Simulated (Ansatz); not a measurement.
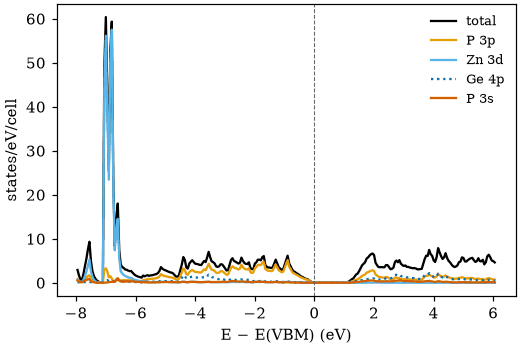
Figure: Total and projected density of states of ZnGeP2 (chalcopyrite, space group No. 122), plane-wave PAW PBEsol (Ansatz code)

Which orbitals carry the states next to the gap?

Top 1 eV of the valence band: P 3p 83 %, Ge 4p 5 %, outside the projected shells 5 %. Bottom 1 eV of the conduction band: P 3p 41 %, Ge 4s 18 %, Ge 4p 16 %, P 3s 8 %, outside the projected shells 14 %. Projections are on Löwdin-orthogonalised atomic valence shells; empty p or d shells of many metals are not among them.

Where is the tallest occupied peak in this window, and what makes it?

Near -7.0 eV, about 60 states/eV per cell; the largest projected share is Zn 3d.

Space group I-42d (chalcopyrite). Symmetry was held in the PBEsol relaxation. Scalar-relativistic: spin–orbit coupling is off unless named, which matters more the heavier the elements.

Potentials: the later of the program's two PAW sets.
